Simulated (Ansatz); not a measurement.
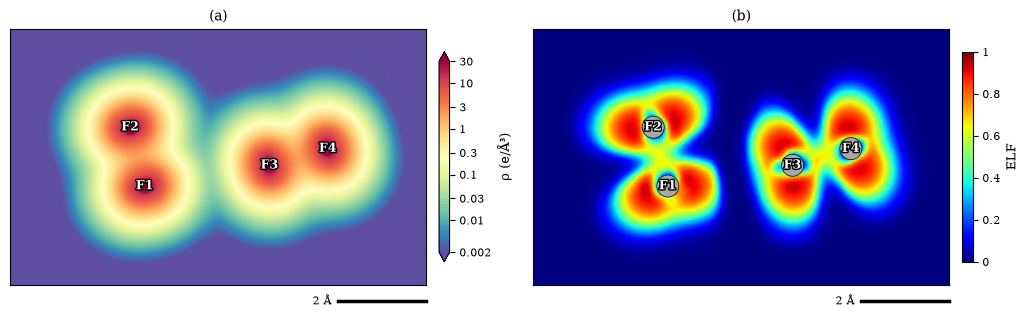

The picture shows: F₂···F₂ (SMILES FF.FF). (a) electron density; (b) ELF on the molecular plane. Grey discs cover the atomic cores in the ELF map.

Geometry: PBE0-D4/def2-TZVP.

The calculation used RKS PBE0-D4/def2-TZVPPD (Ansatz 0.2.0).

Input file:

```
crystal:
  periodic: [false, false, false]
  atoms:
    - {symbol: F, position_ang: [-0.619246, 0.288472, -1.655601]}
    - {symbol: F, position_ang: [0.546856, -0.354240, -2.001542]}
    - {symbol: F, position_ang: [-0.144193, 0.111832, 1.169227]}
    - {symbol: F, position_ang: [0.216583, -0.046064, 2.487816]}
basis:
  gaussian: {orbitals: "def2-TZVPPD.json"}
hamiltonian: {xc: pbe0, dispersion: d4}
output: {orbitals: {seedname: orbitals}}
```

Command:

```sh
ansatz run in.yaml --threads 2 --pin off --events-out ev --progress --plain --max-ram 5222MiB
```

> Interpret the plot.

The plane passes through F nuclei. F1···F3 (2.87 Å): the density falls to about 0.03 e/Å³ on the way; the ELF dips to about 0 between them (a non-bonded, intermolecular contact). F–F (1.38 Å): ρ at the midpoint is about 2.1 e/Å³; the ELF peaks at about 0.65 between the atoms. The ELF also peaks beside F1, F3, F4 and F2, away from the bonds: lone-pair regions.
